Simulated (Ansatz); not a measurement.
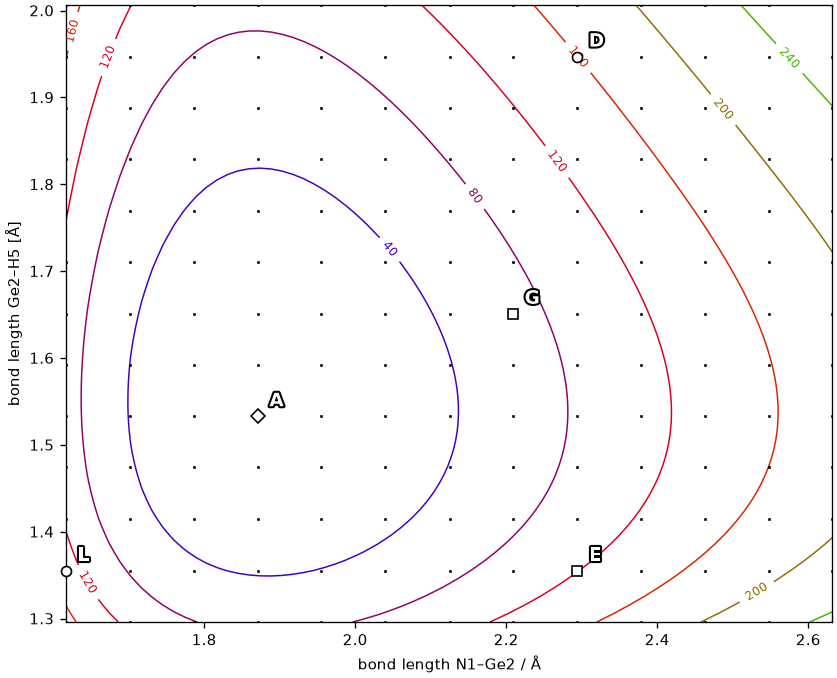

GeH4N, SMILES [NH][GeH3], spin multiplicity 2. The first coordinate is: bond length N1–Ge2; the second: bond length Ge2–H5. Nothing is relaxed (all other coordinates rigid). The scan uses a 13 × 13 grid. Points are written as (first, second). Energies: kJ/mol, counted from the relaxed molecule at the same level. All numbers below come from Ansatz, UKS B3LYP-D4/def2-TZVP.

Drawn: contour lines labelled in kJ/mol, dots at the grid points, lettered points. Between grid points the surface is interpolated.

What kind of point is each of A, D, E, G: minimum, saddle, maximum or slope?

Answer. A: minimum; D: on a slope; E: on a slope; G: on a slope. (In these two coordinates alone; a stationary point may lie a little off the grid point.)

Rank the lettered points by energy, lowest first.

Answer. A (0.16 kJ/mol), G (68 kJ/mol), E (119 kJ/mol), L (138 kJ/mol), D (160 kJ/mol).
